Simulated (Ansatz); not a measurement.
# One shape, several levels: GaBr (SMILES [Ga][Br])

We compute a comparison of 6 runs (B3LYP/STO-3G, PBE/STO-3G, SVWN5/STO-3G, revPBE/STO-3G, UMP2/STO-3G, UCCSD(T)/STO-3G) of GaBr. 

The calculation is run with Ansatz 0.2.0.

42 further runs of the same task are left out: 21 that didn't finish, 21 set aside as unsound or not needed.

## 1. The structure to begin with

GaBr has 2 atoms, charge 0, and is taken as a singlet. As SMILES, `[Ga][Br]`. The Br2–Ga1 distance was set to 2.968 Å, away from the relaxed value.

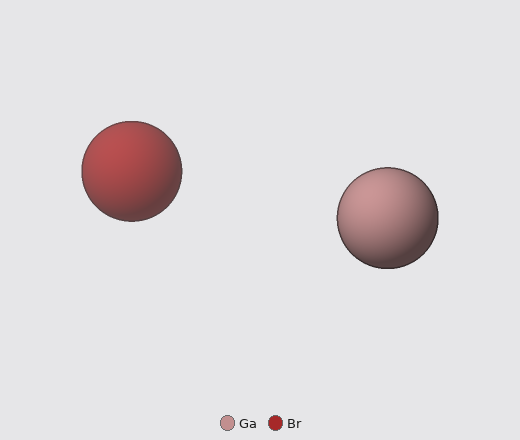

Viewed from a chosen angle; gallium pink, bromine red.

## 2. A single-point energy at B3LYP/STO-3G (run 1)

Input file molecule.yaml:

```yaml
crystal:
  periodic: [false, false, false]
  atoms:
    - {symbol: Ga, position_ang: [-0.000000, -0.000000, -0.579780]}
    - {symbol: Br, position_ang: [0.000000, 0.000000, 2.388120]}
basis:
  gaussian:
    orbitals: STO-3G
accuracy: high
hamiltonian:
  xc: {name: B3LYP}
```

Command:

```bash
$ ansatz run molecule.yaml --threads 1 --pin off --max-ram 3480MiB --events-out events.jsonl --progress --plain --runs-dir runs
```

Standard output:

```text
Warning: RAYON_NUM_THREADS=1 ignored (pool sized by the plan → 1); use --threads N
Functional definition: B3LYP
  name "B3LYP"
  parameter a0 = 0.2
  parameter ax = 0.72
  parameter ac = 0.81
  exchange = (1 - a0 - ax)*slater_x + ax*b88_x + a0*exact_x
  correlation = (1 - ac)*vwn_rpa_c + ac*lyp_c
414 factors; integrals over basis functions are off by at most 2.4e-8 eV
mean field evaluation 1: about -120724.2783 eV, gradient 1.5e1 eV
mean field evaluation 2: about -120854.2070 eV, gradient 4.0e1 eV
mean field evaluation 4: about -120859.6464 eV, gradient 5.3e1 eV
mean field evaluation 8: about -120968.4051 eV, gradient 1.3e2 eV
mean field evaluation 16: about -121039.0694 eV, gradient 1.4e-1 eV
mean field evaluation 32: about -121039.0838 eV, gradient 1.9e-1 eV
mean field evaluation 64: about -120785.2772 eV, gradient 2.0e2 eV
mean field evaluation 96: about -121039.0720 eV, gradient 4.5e-7 eV
mean field evaluation 128: about -121032.9882 eV, gradient 2.9e-4 eV
mean field evaluation 160: about -121039.0919 eV, gradient 8.6e-1 eV
mean field evaluation 192: about -121038.2536 eV, gradient 1.4e1 eV
mean field evaluation 224: about -121039.1091 eV, gradient 4.5e-3 eV
mean field evaluation 256: about -121039.1051 eV, gradient 7.0e-2 eV
mean field -121039.11078394 eV, -4448.1052780537 hartree, gradient 2.3e-8 eV, S^2 0.000000; 11 other end points of the search recorded, 0 dependent functions left out
reference -121039.11081007 eV, -4448.1052790140 hartree; 33, 33 occupied and 3, 3 virtual orbitals, 414 factors
Total energy: -121039.11081007 eV, -4448.1052790140 hartree
```

Wall time 17 s (1 thread of Arm Neoverse V2, shared host); peak memory 0.11 GiB.

## 3. A single-point energy at PBE/STO-3G (run 2)

Input file input.yaml:

```yaml
crystal:
  periodic: [false, false, false]
  atoms:
    - {symbol: Ga, position_ang: [-0.000000, -0.000000, -0.579780]}
    - {symbol: Br, position_ang: [0.000000, 0.000000, 2.388120]}
basis:
  gaussian:
    orbitals: STO-3G
hamiltonian:
  xc: pbe
accuracy: high
```

Command:

```bash
$ ansatz run input.yaml --threads 1 --pin off --max-ram 3480MiB --events-out events.jsonl --progress --plain --runs-dir runs
```

Standard output (excerpt; [...] marks lines left out):

```text
Warning: RAYON_NUM_THREADS=1 ignored (pool sized by the plan → 1); use --threads N
Functional definition: PBE
  name "PBE"
[...]
414 factors; integrals over basis functions are off by at most 2.4e-8 eV
[...]
mean field -121018.80397516 eV, -4447.3590165956 hartree, gradient 1.8e-8 eV, S^2 0.000000; 5 other end points of the search recorded, 0 dependent functions left out
reference -121018.80397685 eV, -4447.3590166576 hartree; 33, 33 occupied and 3, 3 virtual orbitals, 414 factors
Total energy: -121018.80397685 eV, -4447.3590166576 hartree
```

Run time: 12 s. Hardware: 1 thread of Arm Neoverse V2, shared host; peak memory 0.093 GiB.

Runs 3 to 4 aren't shown in full; the table further down has their settings and results.

## 4. The energy at UMP2/STO-3G (run 5)

Changes to input.yaml since step 3:

```diff
@@ -6,6 +6,5 @@
 basis:
-  gaussian:
-    orbitals: STO-3G
-hamiltonian:
-  xc: pbe
+  gaussian: {orbitals: STO-3G}
+magnetization: {spin_polarized: true, initial_magnetization: 0}
+correlation: {method: mp2, frozen_orbitals: {Br: 9, Ga: 9}}
 accuracy: high
```

Command:

```bash
$ ansatz run input.yaml --threads 1 --pin off --max-ram 3480MiB --events-out events.jsonl --progress --plain --runs-dir runs
```

Standard output (excerpt; [...] marks lines left out):

```text
Warning: RAYON_NUM_THREADS=1 ignored (pool sized by the plan → 1); use --threads N
Functional definition: HF
  name "HF"
[...]
414 factors; integrals over basis functions are off by at most 2.4e-8 eV
[...]
mean field -120971.52984206 eV, -4445.6217242476 hartree, gradient 7.3e-8 eV, S^2 1.380648; 18 other end points of the search recorded, 0 dependent functions left out
18 core orbitals not correlated: weight in the atoms' cores, before any rotation towards them, 0.999 or more for the frozen orbitals, at most 0.000 for the correlated occupied ones
reference -120971.52984206 eV, -4445.6217242476 hartree; 15, 15 occupied and 3, 3 virtual orbitals, 414 factors
second order -0.44706819 eV of doubles, -0.00000000 eV of singles
Total energy: -120971.97691025 eV, -4445.6381537007 hartree
```

Run time: 5.1 s. Hardware: 1 thread of Arm Neoverse V2, shared host; peak memory 0.13 GiB.

## 5. A single-point energy at UCCSD(T)/STO-3G (run 6)

Input file input.yaml:

```yaml
crystal:
  periodic: [false, false, false]
  atoms:
    - symbol: Ga
      position_ang: [-0.000000, -0.000000, -0.579780]
    - symbol: Br
      position_ang: [0.000000, 0.000000, 2.388120]
basis:
  gaussian: {orbitals: STO-3G}
magnetization: {spin_polarized: true, initial_magnetization: 0}
correlation: {method: ccsd_t, frozen_orbitals: {Br: 9, Ga: 9}}
accuracy: high
scf: {omitted_lower_state_checks: [cluster_reference, increment]}
```

Command:

```bash
$ ansatz run input.yaml --threads 1 --pin off --max-ram 3480MiB --events-out events.jsonl --progress --plain --runs-dir runs
```

Standard output:

```text
Warning: RAYON_NUM_THREADS=1 ignored (pool sized by the plan → 1); use --threads N
[... 20 lines left out ...]
18 core orbitals not correlated: weight in the atoms' cores, before any rotation towards them, 0.999 or more for the frozen orbitals, at most 0.000 for the correlated occupied ones
[... 140 lines left out ...]
Total energy: -120972.81683906 eV, -4445.6690205152 hartree
Checks for a lower state left out: cluster_reference, increment
```

Wall time 6.6 s (1 thread of Arm Neoverse V2, shared host); peak memory 0.13 GiB.

## 6. All runs side by side

```tsv
run	level	frozen core orbitals	energy (Eh)	wall time
1	B3LYP/STO-3G	–	-4448.105279	17 s
2	PBE/STO-3G	–	-4447.359017	12 s
3	SVWN5/STO-3G	–	-4441.162720	6 s
4	revPBE/STO-3G	–	-4447.762495	12 s
5	UMP2/STO-3G	18	-4445.638154	5.1 s
6	UCCSD(T)/STO-3G	18	-4445.669021	6.6 s
```

## 7. Summary of results

| quantity | value |
| --- | --- |
| run 6: total energy | -4445.66902 Eh |
| run 6: correlation energy (18 core orbitals frozen) | -47.3 mEh |
| run 6: (T) correction | -1.08 mEh |
| run 6: ⟨S²⟩ of the reference determinant | 1.381 |
| run 6: T1 diagnostic | 0.043 |

**Reading.** Totals of different functionals can't be ranked against each other. In runs 1, 2, 3, 4, 5, 6 the basis is minimal, so the values are rough. Spin contamination of the reference: run 5 ⟨S²⟩ = 1.38, run 6 ⟨S²⟩ = 1.38. Where it is this large, the reference is a mixture of spin states, and values that rest on it are in doubt. All runs together took 60 s, the longest 17 s.
